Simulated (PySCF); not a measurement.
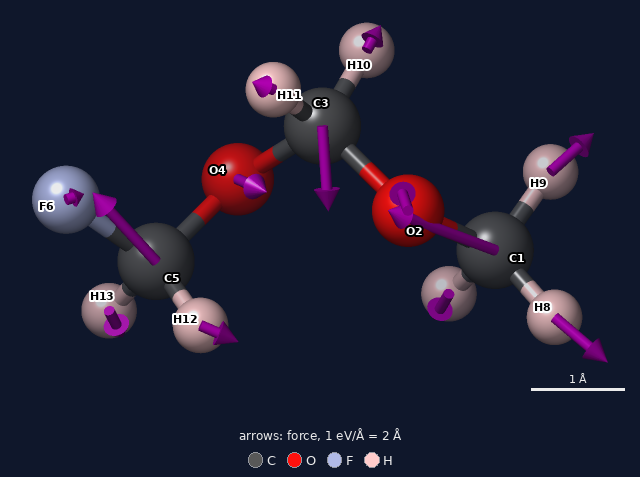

Starting geometry of C3H7FO2 with the computed forces as purple arrows. A ball-and-stick model, seen at a tilt.

The start comes from GFN2-xTB.

Level of theory: PySCF, PBE0-D3(BJ)/def2-SVP geometry optimisation, gas phase. 

> What follows when this structure is relaxed?

It isn't relaxed: the largest force vector, on a C atom, is 0.81 eV/Å. The final displacements follow the starting forces only in part (cosine between the two patterns 0.31). The F atom moves most after the best rigid fit: 0.042 Å. Largest moves by element: F 0.042 Å, H 0.038 Å, C 0.020 Å, O 0.013 Å. Some distances before and after: C–O 1.415 → 1.404 Å, C–H 1.095 → 1.107 Å, C–F 1.376 → 1.369 Å, C–O 1.386 → 1.380 Å. Over 6 geometry steps the energy falls by 1.75 kJ/mol. The run took about 80 core-seconds on a shared host.
